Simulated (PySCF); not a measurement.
**LiSi (charge +1, triplet): density, localisation and related maps**

```xyz
2

Li    0.0000    0.0000   -2.1994
Si    0.0000    0.0000    0.5516
```

Method: PySCF, PBE0/def2-TZVP, non-relativistic Hamiltonian with scalar-relativistic core potentials where named, at a bond length of 2.751 Å.

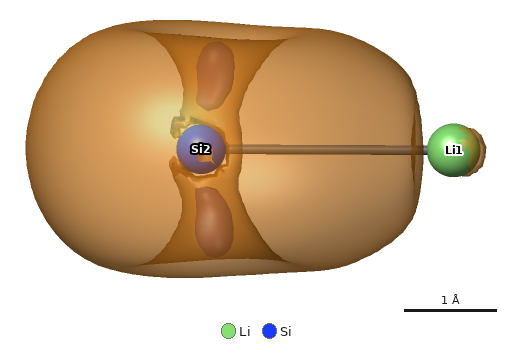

Figure 1. Isosurfaces of the spin density at +0.015 (orange) and −0.015 e/Å³ (purple), seen from one side.

Q: Where is the unpaired spin?

A: The unpaired spin (2 electrons) lies mostly on Si2 (about 1.8) and Li1 (about 0.2), in electrons by Hirshfeld's partition.

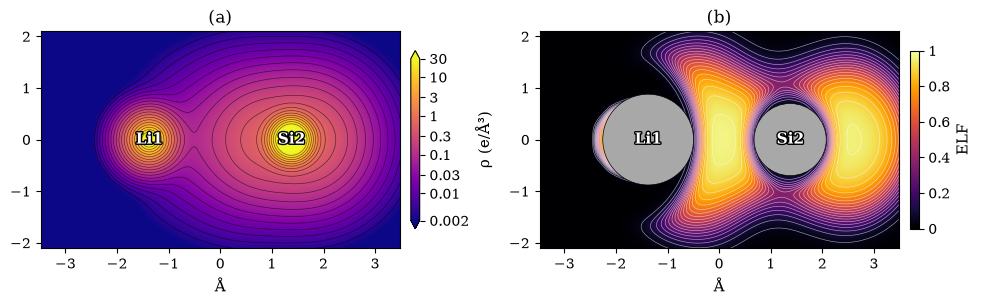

Figure 2. (a) electron density; (b) electron localisation function on a plane that holds the molecular axis. Grey discs cover the atomic cores in the ELF map.

Q: Describe what can be read from this map.

A: The section cuts through Li and Si sites.
Li–Si (2.75 Å): the density is about 0.2 e/Å³ at the midpoint; the ELF peaks at about 0.95 in the valence shell of Si, 1.3 Å from its nucleus, and is about 0.95 at the midpoint.

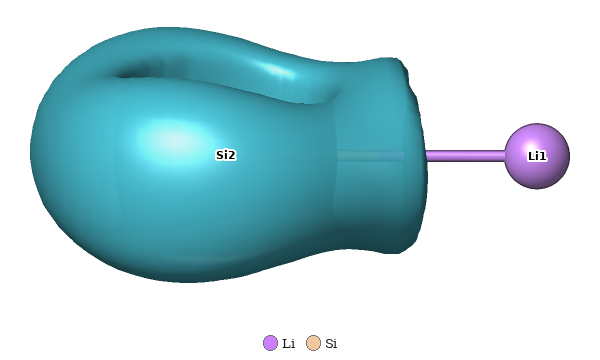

Figure 3. Isosurface of the electron localisation function at 0.9 (cyan), seen from one side. Core shells and regions of very low density are left out.

Q: What do the ELF domains correspond to?

A: The ELF exceeds this value in one region wrapped around Si (its valence shell).
